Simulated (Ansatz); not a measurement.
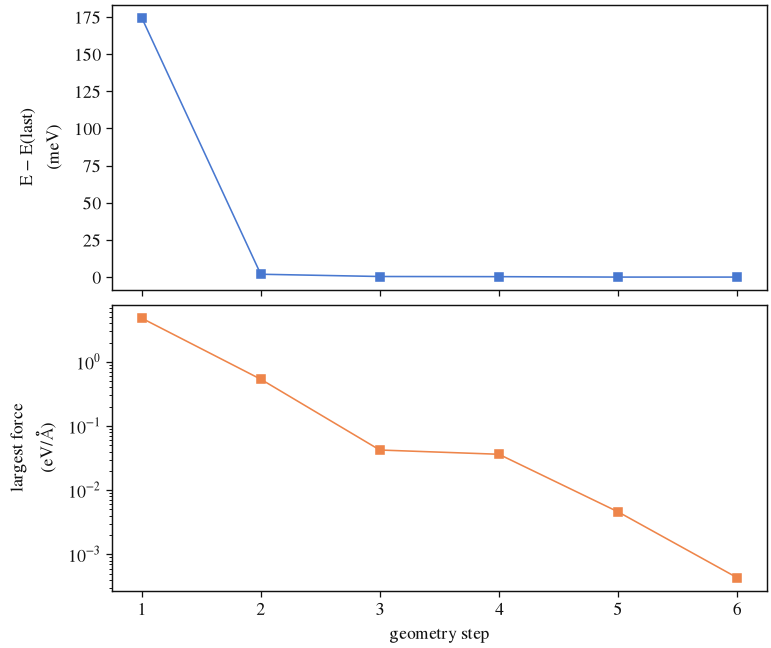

History of a geometry optimisation.

System: C2H (charge −1).
Method: Ansatz, HF/def2-SVP, Gaussian basis.

How did the optimisation end?

Answer. The optimisation met its thresholds at geometry 6, counting the start as the first. The energy fell by about 170 meV from the first step to the last. The largest force goes from about 4.8 eV/Å at the start to 4 × 10⁻⁴ eV/Å at the end.
